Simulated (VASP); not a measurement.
# How plane-wave cutoff and SCF solver change a VASP run on BeCo, part 3 of 3

How sensitive are energy and pressure of BeCo to the plane-wave cutoff and SCF solver? The series runs use PBEsol. The start is a cell from a database of measured crystal structures.

VASP 6.6.1; PBEsol, spin-polarised from a ferromagnetic start (one magnetic atom a cell); plane waves and PAW (Be, Co).

Still holding for the runs below: The cell holds one magnetic atom, so no antiferromagnetic order fits into it. The k-mesh is coarse for a metal.

So far. Step 12 (SCF solver: ALGO = Fast): Against the first of the series the energy stays within 0.01 meV an atom; the pressure moves by -0.15 GPa, after 16 cycles in 2.6 s. Step 13 (SCF solver: ALGO = VeryFast): Against the first of the series the energy stays within 0.01 meV an atom; the pressure moves by -0.08 GPa, after 21 cycles in 3 s.

## (14) SCF solver: ALGO = All

Contents of INCAR:

```
SYSTEM = BeCo
PREC = Accurate
ENCUT = 400
EDIFF = 1E-06
NELM = 100
ISMEAR = -1
SIGMA = 0.05
LREAL = .FALSE.
ALGO = All
GGA = PS
NBANDS = 12
ISPIN = 2
MAGMOM = 0 2
LMAXMIX = 4
LORBIT = 11
LWAVE = .FALSE.
LCHARG = .FALSE.
KPAR = 2
ISIF = 2
```

Contents of POSCAR:

```
BeCo
1.0
    2.6060000000      0.0000000000      0.0000000000
    0.0000000000      2.6060000000      0.0000000000
    0.0000000000      0.0000000000      2.6060000000
Be Co
1 1
Direct
    0.0000000000      0.0000000000      0.0000000000
    0.5000000000      0.5000000000      0.5000000000
```

Contents of KPOINTS:

```
Automatic mesh
0
Gamma
7 7 7
0 0 0
```

Potentials, in the order of the species: Be and Co (PBE family, release 64).

Launch:

```bash
mpirun -np 2 vasp_std
```

Log:

```text
[... set-up lines as in an earlier step ...]
 entering main loop
       N       E                     dE             d eps       ncg     rms           ort
DAV:   1     0.246975783856E+02    0.24698E+02   -0.50554E+03   240   0.108E+03
DAV:   2    -0.141151466591E+02   -0.38813E+02   -0.36087E+02   240   0.159E+02
DAV:   3    -0.151614611201E+02   -0.10463E+01   -0.10395E+01   240   0.317E+01
DAV:   4    -0.151715665260E+02   -0.10105E-01   -0.10102E-01   240   0.290E+00
DAV:   5    -0.151719052974E+02   -0.33877E-03   -0.33876E-03   240   0.528E-01
SDA:   6     0.242328365313E+01    0.17595E+02   -0.33876E-03   240   0.110E+03   0.000E+00
 gam= 0.000 g(H,U,f)=  0.367E+02 0.720E+02 0.957E+00 ort(H,U,f) = 0.000E+00 0.000E+00 0.000E+00
 gam= 0.000 trial= 0.400  step=  0.2327 mean=  0.4000
CGA:   7    -0.111596119070E+02   -0.13583E+02   -0.12764E+02   240   0.295E+01   0.556E+00
 gam= 0.027 g(H,U,f)=  0.179E+01 0.112E+01 0.350E-01 ort(H,U,f) =-0.875E+01 0.907E+01 0.242E+00
 gam= 0.027 trial= 0.383  step=  0.7008 mean=  0.3833
[...]
gam= 0.724 trial= 0.416  step=  0.4237 mean=  0.4161
CGA:  39    -0.123715373058E+02   -0.13791E-05   -0.13768E-05   240   0.599E-05   0.611E-06
 gam= 0.972 g(H,U,f)=  0.243E-05 0.293E-05 0.625E-06 ort(H,U,f) = 0.990E-06-0.141E-05 0.103E-05
 gam= 0.972 trial= 0.417  step=  0.3199 mean=  0.4169
CGA:  40    -0.123715383361E+02   -0.10303E-05   -0.10524E-05   240   0.381E-05   0.441E-06
 gam= 0.636 g(H,U,f)=  0.141E-05 0.183E-05 0.572E-06 ort(H,U,f) = 0.120E-06-0.347E-06 0.668E-06
 gam= 0.636 trial= 0.407  step=  0.4834 mean=  0.4072
CGA:  41    -0.123715393352E+02   -0.99906E-06   -0.98832E-06   240   0.526E-05   0.292E-06
 gam= 1.381 g(H,U,f)=  0.181E-05 0.277E-05 0.679E-06 ort(H,U,f) =-0.701E-06 0.498E-06 0.495E-06
 gam= 1.381 trial= 0.415  step=  0.4114 mean=  0.4148
CGA:  42    -0.123715404997E+02   -0.11646E-05   -0.11647E-05   240   0.373E-05   0.172E-06
 gam= 0.710 g(H,U,f)=  0.203E-05 0.135E-05 0.343E-06 ort(H,U,f) =-0.258E-05 0.246E-05 0.293E-06
 gam= 0.710 trial= 0.414  step=  0.3976 mean=  0.4145
CGA:  43    -0.123715412669E+02   -0.76717E-06   -0.76611E-06   240   0.360E-05  -0.389E-07
 gam= 0.964 g(H,U,f)=  0.264E-05 0.797E-06 0.166E-06 ort(H,U,f) =-0.136E-05 0.152E-05-0.201E-06
 gam= 0.964 trial= 0.413  step=  0.4098 mean=  0.4128
 final diagonalization occupied
   1 F= -.12371541E+02 E0= -.12363197E+02  d E =-.166894E-01  mag=     0.3116
```

It took 5.8 s on 2 MPI ranks of Intel Xeon 6975P-C (Granite Rapids), shared host; peak memory 0.23 GiB; 10 s of CPU time.

From OUTCAR (step 14):

```text
  Total       -1.0504927     -1.0504927     -1.0504927      0.0000000     -0.0000000      0.0000000
  in kB      -95.0999680    -95.0999680    -95.0999680      0.0000000     -0.0000000      0.0000000
  external PRESSURE =     -95.0999680 kB  Pullay stress =       0.0000000 kB

  FREE ENERGIE OF THE ION-ELECTRON SYSTEM (eV)
  ---------------------------------------------------
  free  energy   TOTEN  =       -12.3715412669 eV

  energy  without entropy=      -12.3548518530  energy(sigma->0) =      -12.36319656

[... 4 parts as in an earlier step ...]

[... 1 further part left out ...]
[key lines of the parts left out:]
E-fermi :   8.6839
```

Against the first of the series the energy stays within 0.01 meV an atom; the pressure moves by -0.05 GPa, after 43 cycles in 5.8 s.

## (15) SCF solver: ALGO = Damped

Changes to INCAR since step 14:

```diff
@@ -8,3 +8,3 @@
 LREAL = .FALSE.
-ALGO = All
+ALGO = Damped
 GGA = PS
```

POSCAR is that of step 14.

KPOINTS is that of step 14.

Launch:

```bash
mpirun -np 2 vasp_std
```

Log:

```text
[... set-up lines as in an earlier step ...]
 entering main loop
       N       E                     dE             d eps       ncg     rms           ort
DAV:   1     0.627675240488E+02    0.62768E+02   -0.45667E+03   240   0.108E+03
DAV:   2    -0.710159748657E+00   -0.63478E+02   -0.59910E+02   240   0.218E+02
DAV:   3    -0.130236947458E+02   -0.12314E+02   -0.11514E+02   240   0.888E+01
DAV:   4    -0.149938786865E+02   -0.19702E+01   -0.19193E+01   240   0.385E+01
[...]
DMP:  54    -0.123715388474E+02   -0.17541E-05   -0.13989E-05   240   0.195E-05   0.404E-05
DMP:  55    -0.123715401501E+02   -0.13027E-05   -0.10408E-05   240   0.145E-05   0.301E-05
DMP:  56    -0.123715411198E+02   -0.96975E-06   -0.77337E-06   240   0.108E-05   0.224E-05
 final diagonalization occupied
   1 F= -.12371541E+02 E0= -.12363188E+02  d E =-.167065E-01  mag=     0.3135
```

The job ended after 4.8 s (2 MPI ranks; peak memory 0.23 GiB; 8.1 s of CPU time).

OUTCAR, selected parts (step 15):

```text
  Total       -1.0424755     -1.0424755     -1.0424755     -0.0000000     -0.0000000      0.0000000
  in kB      -94.3741791    -94.3741791    -94.3741791     -0.0000000     -0.0000000      0.0000000
  external PRESSURE =     -94.3741791 kB  Pullay stress =       0.0000000 kB

  FREE ENERGIE OF THE ION-ELECTRON SYSTEM (eV)
  ---------------------------------------------------
  free  energy   TOTEN  =       -12.3715411198 eV

  energy  without entropy=      -12.3548346460  energy(sigma->0) =      -12.36318788

 magnetization (x)
# of ion       s       p       d       tot
------------------------------------------
    1       -0.004  -0.013   0.000  -0.017
    2       -0.001   0.002   0.331   0.332
--------------------------------------------------
tot         -0.005  -0.011   0.331   0.315

[... 3 parts as in an earlier step ...]

[... 1 further part left out ...]
[key lines of the parts left out:]
E-fermi :   8.6855
```

Against the first of the series the energy stays within 0.01 meV an atom; the pressure moves by +0.02 GPa, after 56 cycles in 4.8 s.

## (16) SCF solver: AMIX = 0.1, BMIX = 0.01

Changes to INCAR since step 15:

```diff
@@ -8,3 +8,3 @@
 LREAL = .FALSE.
-ALGO = Damped
+ALGO = Normal
 GGA = PS
@@ -19 +19,3 @@
 ISIF = 2
+AMIX = 0.1
+BMIX = 0.01
```

POSCAR is that of step 15.

KPOINTS is that of step 15.

Launch:

```bash
mpirun -np 2 vasp_std
```

Log:

```text
[... set-up lines as in an earlier step ...]
 entering main loop
       N       E                     dE             d eps       ncg     rms          rms(c)
[... 5 cycles as in an earlier step ...]
DAV:   6    -0.127859421413E+02    0.23860E+01   -0.55278E+00  1084   0.320E+01    0.752E+00
DAV:   7    -0.123888209438E+02    0.39712E+00   -0.32453E+00  1228   0.217E+01    0.296E+00
DAV:   8    -0.123932283181E+02   -0.44074E-02   -0.38389E-02  1012   0.206E+00    0.259E+00
DAV:   9    -0.123853075110E+02    0.79208E-02   -0.13979E-02  1228   0.135E+00    0.138E+00
[...]
DAV:  16    -0.123715422840E+02   -0.12754E-04   -0.69222E-05  1200   0.883E-02    0.897E-03
DAV:  17    -0.123715438216E+02   -0.15376E-05   -0.75271E-06   872   0.235E-02    0.366E-03
DAV:  18    -0.123715437740E+02    0.47609E-07   -0.62198E-07   540   0.704E-03
   1 F= -.12371544E+02 E0= -.12363196E+02  d E =-.166950E-01  mag=     0.3110
```

It took 2.6 s on 2 MPI ranks; peak memory 0.22 GiB.

From OUTCAR (step 16):

```text
  Total       -1.0475729     -1.0475729     -1.0475729      0.0000000      0.0000000     -0.0000000
  in kB      -94.8356452    -94.8356452    -94.8356452      0.0000000      0.0000000     -0.0000000
  external PRESSURE =     -94.8356452 kB  Pullay stress =       0.0000000 kB

  FREE ENERGIE OF THE ION-ELECTRON SYSTEM (eV)
  ---------------------------------------------------
  free  energy   TOTEN  =       -12.3715437740 eV

  energy  without entropy=      -12.3548487352  energy(sigma->0) =      -12.36319625

[... 4 parts as in an earlier step ...]

[... 1 further part left out ...]
[key lines of the parts left out:]
E-fermi :   8.6843
```

Against the first of the series the energy stays within 0.01 meV an atom; the pressure moves by -0.02 GPa, after 18 cycles in 2.6 s.

## (17) SCF solver: AMIX = 0.8

Changes to INCAR since step 16:

```diff
@@ -19,3 +19,2 @@
 ISIF = 2
-AMIX = 0.1
-BMIX = 0.01
+AMIX = 0.8
```

POSCAR is that of step 16.

KPOINTS is that of step 16.

Launch:

```bash
mpirun -np 2 vasp_std
```

Log:

```text
[... set-up lines as in an earlier step ...]
 entering main loop
       N       E                     dE             d eps       ncg     rms          rms(c)
[... 5 cycles as in an earlier step ...]
DAV:   6    -0.379242753785E+02   -0.22752E+02   -0.26814E+02  1116   0.210E+02    0.464E+01
DAV:   7    -0.124952400549E+02    0.25429E+02   -0.88322E+01  1096   0.954E+01    0.661E+00
DAV:   8    -0.123731076821E+02    0.12213E+00   -0.20903E+00  1176   0.153E+01    0.300E+00
DAV:   9    -0.123659849627E+02    0.71227E-02   -0.13003E-01  1156   0.422E+00    0.209E+00
[...]
DAV:  15    -0.123715429376E+02   -0.17576E-04   -0.31460E-05  1056   0.654E-02    0.459E-02
DAV:  16    -0.123715428155E+02    0.12210E-06   -0.10399E-05  1032   0.325E-02    0.256E-02
DAV:  17    -0.123715437436E+02   -0.92809E-06   -0.60258E-06  1064   0.267E-02
   1 F= -.12371544E+02 E0= -.12363198E+02  d E =-.166915E-01  mag=    -0.3105
```

Elapsed: 2.6 s, on 2 MPI ranks; peak memory 0.23 GiB; 3.8 s of CPU time.

OUTCAR, selected parts (step 17):

```text
  Total       -1.0204638     -1.0204638     -1.0204638     -0.0000000      0.0000000     -0.0000000
  in kB      -92.3814847    -92.3814847    -92.3814847     -0.0000000      0.0000000     -0.0000000
  external PRESSURE =     -92.3814847 kB  Pullay stress =       0.0000000 kB

  FREE ENERGIE OF THE ION-ELECTRON SYSTEM (eV)
  ---------------------------------------------------
  free  energy   TOTEN  =       -12.3715437436 eV

  energy  without entropy=      -12.3548522805  energy(sigma->0) =      -12.36319801

 magnetization (x)
# of ion       s       p       d       tot
------------------------------------------
    1        0.004   0.013   0.000   0.016
    2        0.001  -0.002  -0.327  -0.329
--------------------------------------------------
tot          0.004   0.010  -0.327  -0.312

[... 3 parts as in an earlier step ...]

[... 1 further part left out ...]
[key lines of the parts left out:]
E-fermi :   8.6832
```

Against the first of the series the energy stays within 0.01 meV an atom; the pressure moves by +0.22 GPa, after 17 cycles in 2.6 s.

## (18) SCF solver: IMIX = 1, AMIX = 0.2

Changes to INCAR since step 17:

```diff
@@ -19,2 +19,3 @@
 ISIF = 2
-AMIX = 0.8
+IMIX = 1
+AMIX = 0.2
```

POSCAR is that of step 17.

KPOINTS is that of step 17.

Launch:

```bash
mpirun -np 2 vasp_std
```

Log:

```text
[... set-up lines as in an earlier step ...]
 entering main loop
       N       E                     dE             d eps       ncg     rms          rms(c)
[... 5 cycles as in an earlier step ...]
DAV:   6    -0.124182287001E+02    0.27537E+01   -0.18981E+01  1064   0.588E+01    0.369E+00
DAV:   7    -0.124043407018E+02    0.13888E-01   -0.46321E-01  1096   0.936E+00    0.201E+00
DAV:   8    -0.123924581690E+02    0.11883E-01   -0.15515E-02  1276   0.953E-01    0.144E+00
DAV:   9    -0.123834981252E+02    0.89600E-02   -0.35649E-03  1184   0.700E-01    0.114E+00
[...]
DAV:  29    -0.123715469467E+02    0.15894E-05   -0.11257E-06   492   0.947E-03    0.229E-02
DAV:  30    -0.123715458453E+02    0.11014E-05   -0.59846E-07   484   0.663E-03    0.182E-02
DAV:  31    -0.123715451078E+02    0.73753E-06   -0.31159E-07   480   0.474E-03
   1 F= -.12371545E+02 E0= -.12363203E+02  d E =-.166838E-01  mag=     0.3114
```

Elapsed: 4 s, on 2 MPI ranks; peak memory 0.22 GiB; 6.2 s of CPU time.

Parts of OUTCAR (step 18):

```text
  Total       -1.0328580     -1.0328580     -1.0328580      0.0000000     -0.0000000      0.0000000
  in kB      -93.5035203    -93.5035203    -93.5035203      0.0000000     -0.0000000      0.0000000
  external PRESSURE =     -93.5035203 kB  Pullay stress =       0.0000000 kB

  FREE ENERGIE OF THE ION-ELECTRON SYSTEM (eV)
  ---------------------------------------------------
  free  energy   TOTEN  =       -12.3715451078 eV

  energy  without entropy=      -12.3548612709  energy(sigma->0) =      -12.36320319

[... 4 parts as in an earlier step ...]

[... 1 further part left out ...]
[key lines of the parts left out:]
E-fermi :   8.6841
```

Against the first of the series the energy stays within 0.01 meV an atom; the pressure moves by +0.11 GPa, after 31 cycles in 4 s.

## (19) The SCF solver series as a table

This step: convergence of PBEsol results with the solver; plane waves and PAW (VASP 6.6.1).

This step runs nothing: it gathers the runs above.

Differences are taken from the run with ALGO = Normal. Results of the series, by row:

```tsv
setting	status	energy less the reference (meV/atom)	pressure (GPa)	moment (μB)	SCF cycles	wall time (s)
ALGO = Normal	converged	0	-9.461	0.3122	14	2.6
ALGO = Fast	converged	-6.55e-4	-9.615	0.3108	16	2.6
ALGO = VeryFast	converged	2.85e-4	-9.541	0.3122	21	3
ALGO = All	converged	-2.00e-4	-9.51	0.3116	43	5.8
ALGO = Damped	converged	0.00414	-9.437	0.3135	56	4.8
AMIX = 0.1, BMIX = 0.01	converged	-4.50e-5	-9.484	0.3116	18	2.6
AMIX = 0.8	converged	-9.25e-4	-9.238	-0.3109	17	2.6
IMIX = 1, AMIX = 0.2	converged	-0.003515	-9.35	0.3116	31	4
```

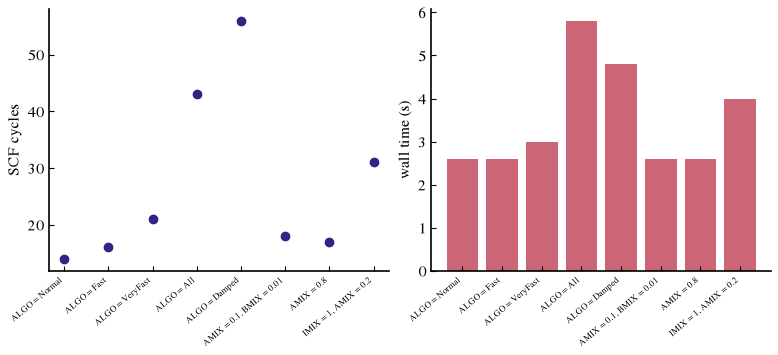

The SCF cycles and the wall time by setting.

## (20) Outcome

| Quantity | Value |
| --- | --- |
| plane-wave cutoff from which the energy stays within 10 meV/atom of the reference | ENCUT = 270 |
| plane-wave cutoff from which the energy stays within 1 meV/atom of the reference | ENCUT = 430 |
| plane-wave cutoff from which the pressure stays within 0.2 GPa of the reference | ENCUT = 430 |
| spread of the pressure over the plane-wave cutoff | 271 GPa |
| spread of the energy over the plane-wave cutoff | 1355 meV/atom |
| fewest SCF cycles | ALGO = Normal (14) |
| most SCF cycles among converged runs | ALGO = Damped (56) |
| spread of the pressure over the SCF solver | 0.376 GPa |
| spread of the energy over the SCF solver | 0.00765 meV/atom |

From ENCUT = 430 on, the energy stays within 1 meV an atom of the reference, at 80 % of its time. The pressure holds within 0.2 GPa from ENCUT = 430 on. These cutoffs are 0.6 to 2 times the default of the data sets, about 270 eV; at the default the run is off by -1.3 meV an atom, -2.06 GPa, and at 1.3 times by -2.6 meV an atom, -0.29 GPa. Energy differences between like cells converge faster than these totals. All SCF solvers that converged agree within 0.05 meV an atom. No setting beats the 2.6 s of ALGO = Normal by a fifth or more; the slowest converged run is ALGO = All, at 5.8 s. On a shared host such times are rough. Yet the pressure of AMIX = 0.8 is +0.22 GPa off: EDIFF tests the energy, which is second order in the error of the density, while the stress is first order. Differences are taken from the run with ENCUT = 540, which is itself not the exact limit. Forces vanish by symmetry in this cell, so the series can't test them. The runs at ENCUT = 160; ENCUT = 200; ENCUT = 240; ENCUT = 270 are over 30 meV an atom or 2 GPa off and describe the material poorly.

[Lines on the potential files, build, host, timing and source positions are cut from VASP's logs without a mark.]

[Logs are printed without paths, hosts, clocks, repeated set-up lines and the standing remarks that a program may print on its own settings, such as how far it seeks lower states.]

[Hosts, paths, dates, database ids (printed as entryN), source tags and the programs' standing remarks are cut or masked in the printed files.]

[A measured line is paired with the nearest computed mode of its activity, which favours agreement.]
